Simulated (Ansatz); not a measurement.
## Electronic structure of F4H2NZr (doublet) in real space

The calculation's input:

```
crystal:
  periodic: [false, false, false]
  atoms:
    - { symbol: Zr, position_ang: [-0.110182, 0.182275, 0.660191] }
    - { symbol: F, position_ang: [-1.144874, 1.332829, 1.862767] }
    - { symbol: F, position_ang: [1.787418, 0.454726, 0.621294] }
    - { symbol: F, position_ang: [-0.632925, 0.934796, -1.02428] }
    - { symbol: F, position_ang: [-0.716965, -1.627958, 0.487988] }
    - { symbol: "N", position_ang: [0.266672, -0.39738, 2.967634] }
    - { symbol: H, position_ang: [-0.347527, -0.982831, 3.555899] }
    - { symbol: H, position_ang: [0.900282, 0.103542, 3.610607] }
magnetization:
  spin_polarized: true
  initial_magnetization: 1
basis:
  gaussian: { orbitals: def2-SVP }
hamiltonian:
  xc: b3lyp
  dispersion: d4
relax:
  f_tol: 0.03
  max_steps: 50
output:
  orbitals: {}
```

Run with:

```sh
ansatz run input.yaml --threads 4 --pin off --max-ram 5120MiB --backend cpu --events-out ev --progress --plain --runs-dir out
```

The fields are those of the run's last geometry, not of the input's.

Core potentials replace the inner electrons of Zr.

The calculation used UKS B3LYP-D4/def2-SVP in Ansatz.

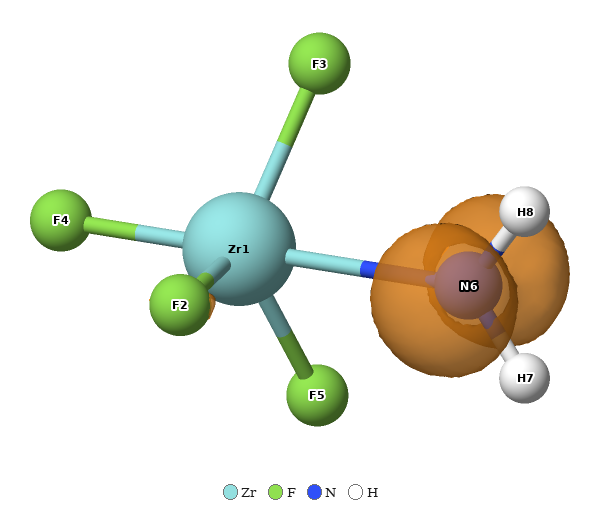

Figure 1. Isosurface of the spin density (α minus β) at +0.08 e/Å³ (orange), seen at a tilt.

Question: Which atoms carry the spin?

Answer: The unpaired spin (1 electron) lies mostly on N6 (about 0.9), in electrons by Hirshfeld's partition.

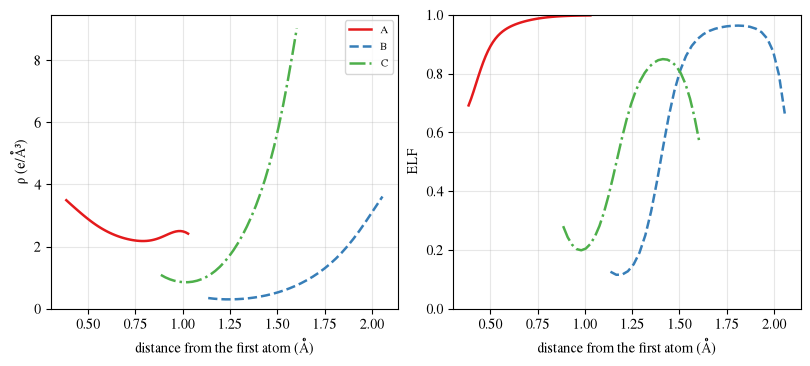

Figure 2. Electron density and electron localisation function along straight lines between neighbouring atoms. The curves leave out the atomic cores.

Question: Which curve belongs to which contact (N–H, Zr–F and Zr–N)? The first atom named is at distance zero.

Answer: Curve A: N–H (1.03 Å): ρ is about 2.8 e/Å³ halfway; the ELF climbs to about 1 towards the hydrogen, as it does in any bond to H: an ordinary covalent bond to hydrogen. Curve B: Zr–N (2.46 Å): ρ at the midpoint is about 0.3 e/Å³; the ELF peaks at about 0.95 in the valence shell of N, 0.6 Å from its nucleus, and is about 0.15 at the midpoint. Curve C: Zr–F (1.91 Å): ρ at the midpoint is about 0.9 e/Å³; the ELF peaks at about 0.85 in the valence shell of F, 0.5 Å from its nucleus, and drops to about 0.20 between the two atoms.

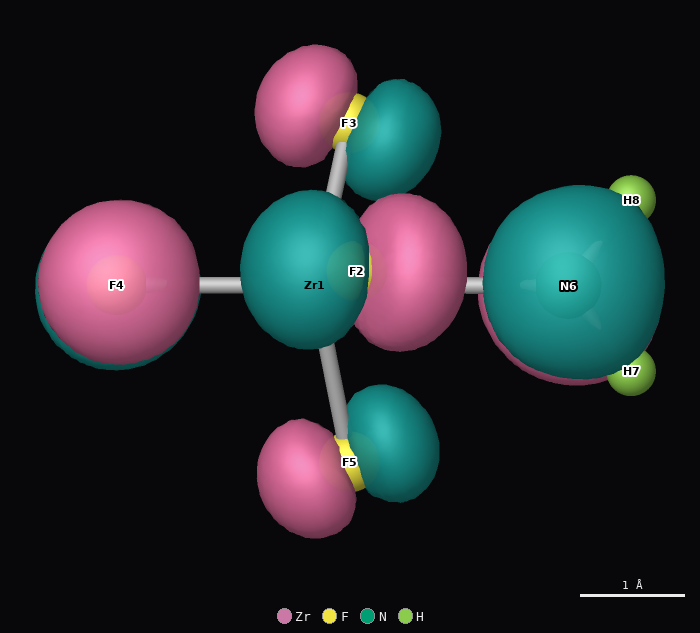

Figure 3. The HOMO (α) at ±0.1 Å⁻³ᐟ² (teal and pink are the two phases), seen at a tilt.

Question: Where does this orbital lie, and at what energy?

Answer: It lies mainly on N6 (about 30 %), F4 (about 25 %), F2 (about 25 %), F3 (about 5 %) and F5 (about 5 %); largely a combination of lone pairs on N6, F4, F2, F3 and F5. Its energy is −10.43 eV.
